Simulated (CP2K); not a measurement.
Consider carboxyacetonitrile at its PBE geometry (Å).

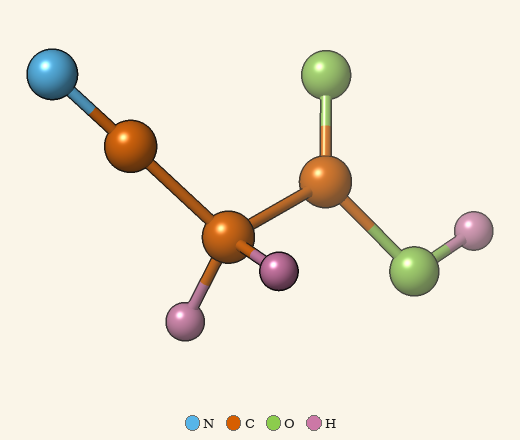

The molecule (nitrogen blue, carbon orange, oxygen green, hydrogen pink).

```xyz
9

N    -2.2762    1.2712    1.2041
C    -1.5463    0.6675    0.5308
C    -0.6436   -0.0948   -0.3174
C     0.8033   -0.0392    0.1607
O     1.2248    0.5617    1.1232
O     1.5849   -0.7830   -0.6702
H    -0.9583   -1.1487   -0.3583
H    -0.6862    0.2760   -1.3528
H     2.4976   -0.7107   -0.3201
```

Method: CP2K XAS_TDP, all-electron GAPW, PBEh(45%), aug-cc-pVDZ, TDA, GW2X-corrected core level, no relativity.

Q: Where do the O K-edge lines lie, and how strong are they?

Leading lines: O5 532.43 eV and O6 536.30 eV. The leading line of an atom is its first one with 35 % of the strongest within 2.5 eV of its lowest line over the strength cut. Core ionisation energies at this level: O5 538.77 and O6 540.66 eV.

The first six lines of each atom with a strength over 0.0015:

| atom | energy (eV) | states | strength, one atom | above the computed threshold |
| --- | --- | --- | --- | --- |
| O5 (bonded to C) | 532.43 | 1 | 0.0409 |  |
|  | 536.46 | 1 | 0.0016 |  |
|  | 537.25 | 1 | 0.0029 |  |
|  | 537.79 | 1 | 0.0022 |  |
|  | 538.90 | 1 | 0.0034 | yes |
|  | 539.45 | 1 | 0.0025 | yes |
| O6 (bonded to C and H) | 536.30 | 1 | 0.0159 |  |
|  | 536.98 | 1 | 0.0200 |  |
|  | 538.75 | 1 | 0.0057 |  |
|  | 539.30 | 1 | 0.0203 |  |
|  | 539.37 | 1 | 0.0037 |  |
|  | 539.92 | 1 | 0.0047 |  |

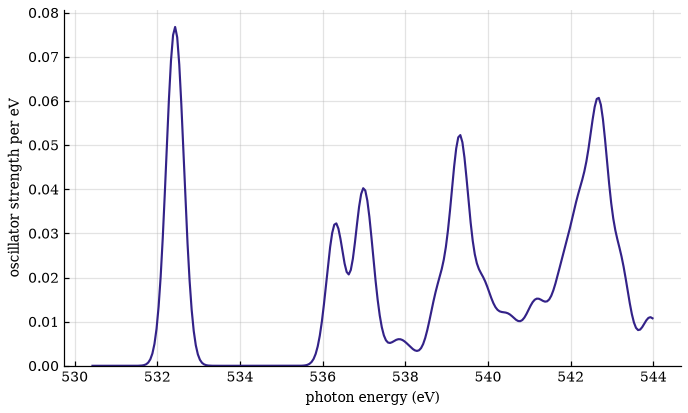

All atoms added, broadened by 0.5 eV.

Lines are vertical, at one geometry, with no vibrational structure. GW2X ionisation energies and lines can be off by 1 to 2 eV either way, and a good line position may hide errors that cancel. These values hold no scalar relativity, about 0.4 eV for O 1s. Rydberg lines, and the discretised continuum above threshold, depend on the basis and the box.

[Banner, clock and machine lines of the logs are left out without a mark of their own.]

[Logs are printed without paths, hosts, clocks, repeated set-up lines and the standing remarks that a program may print on its own settings, such as how far it seeks lower states.]

[Hosts, paths, dates, database ids (printed as entryN), source tags and the programs' standing remarks are cut or masked in the printed files.]
